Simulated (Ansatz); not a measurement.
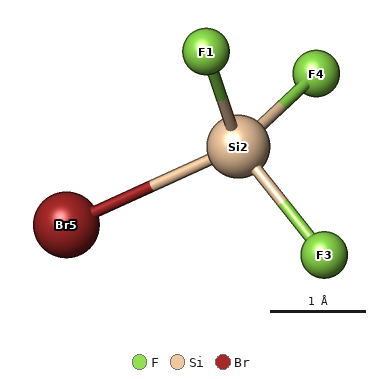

**Figure 1.** The structure as given in the input (ball-and-stick view, seen at a tilt; atoms are numbered from 1 in the order of the input).

# What a change does: single-point calculation on SiBrF3

System: SiBrF3, SMILES F[Si](F)(F)Br.
Method of the first run: RKS SPW92/def2-TZVPP (Ansatz 0.2.0).

The geometry comes from this level: PBE0-D4/def2-TZVP. Text and figures count atoms from 1; the logs count them from 0 in places.

### Input, the first run
```yaml
crystal:
  periodic: [false, false, false]
  atoms:
    - {symbol: F, position_ang: [-0.028968, 0.035613, 1.596569]}
    - {symbol: Si, position_ang: [0.067125, -0.086262, 0.036828]}
    - {symbol: F, position_ang: [-0.415976, -1.518860, -0.376893]}
    - {symbol: F, position_ang: [1.570838, 0.066540, -0.378366]}
    - {symbol: Br, position_ang: [-1.143020, 1.429369, -0.919639]}
basis:
  gaussian: {orbitals: def2-TZVPP}
hamiltonian: {xc: lda}
output: {orbitals: {seedname: orbitals}}
```

Hardware: 2 CPU threads, shared host.

### Output (the first run)
```
Functional definition: SPW92
  exchange = slater_x
  correlation = pw_c
1132 factors; their error is unknown
mean field evaluation 1: about -85902.0705 eV, gradient 5.5e1 eV
mean field evaluation 2: about -85889.4360 eV, gradient 1.1e2 eV
mean field evaluation 4: about -85905.9290 eV, gradient 2.2e0 eV
mean field evaluation 8: about -85905.9392 eV, gradient 5.6e-2 eV
mean field -85905.90034653 eV, -3156.9836086242 hartree, gradient 7.6e-5 eV, S^2 0.000000; 0 other end points of the search recorded, 0 dependent functions left out
reference -85905.90037502 eV, -3156.9836096713 hartree; 38, 38 occupied and 145, 145 virtual orbitals, 1132 factors
Total energy: -85905.90037502 eV, -3156.9836096713 hartree
```

For the second run the input was changed thus:
```diff
-hamiltonian: {xc: lda}
+hamiltonian: {xc: {name: r2SCANh}, dispersion: d4}
```

Predict how the results change.

The total energies belong to different models, so their difference says nothing on which is more stable or more accurate. The HOMO goes from −8.40 to −9.09 eV. The LUMO goes from −1.38 to −0.22 eV.

### Output (the second run)
```
Functional definition: r2SCANh
  parameter a = 0.1
  parameter k0 = 0.174
  parameter k1 = 0.065
  parameter a1 = 4.9479
  exchange = (1 - a)*r2scan_x(k0 = k0, k1 = k1, a1 = a1) + a*exact_x
  correlation = r2scan_c
1147 factors; their error is unknown
mean field evaluation 1: about -86077.0274 eV, gradient 5.3e1 eV
mean field evaluation 2: about -86071.6917 eV, gradient 8.3e1 eV
mean field evaluation 4: about -86080.5870 eV, gradient 1.2e0 eV
mean field evaluation 8: about -86080.5886 eV, gradient 3.1e-2 eV
mean field evaluation 16: about -86080.7566 eV, gradient 8.0e-5 eV
mean field -86080.75662613 eV, -3163.4094583777 hartree, gradient 8.0e-5 eV, S^2 0.000000; 0 other end points of the search recorded, 0 dependent functions left out
reference -86080.75663363 eV, -3163.4094586536 hartree; 38, 38 occupied and 145, 145 virtual orbitals, 1147 factors
Total energy: -86080.78811612 eV, -3163.4106156135 hartree
```

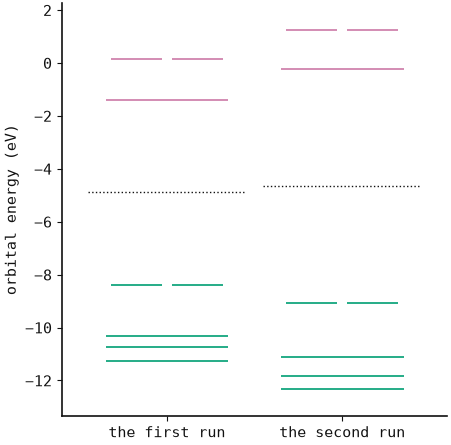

**Figure 2.** The five highest filled and three lowest empty orbital energies of the two runs; the dotted lines part filled from empty levels. The HOMO–LUMO gap is 7.02 eV in the first run and 8.87 eV in the second run.

### The two runs side by side

| quantity | the first run | the second run |
| --- | --- | --- |
| outcome | converged | converged |
| total energy (hartree) | −3156.983610 | −3163.410616 |
| HOMO (eV) | −8.40 | −9.09 |
| LUMO (eV) | −1.38 | −0.22 |
| basis functions | 183 | 183 |
| wall time (shared host) | 1.9 s | 7.5 s |
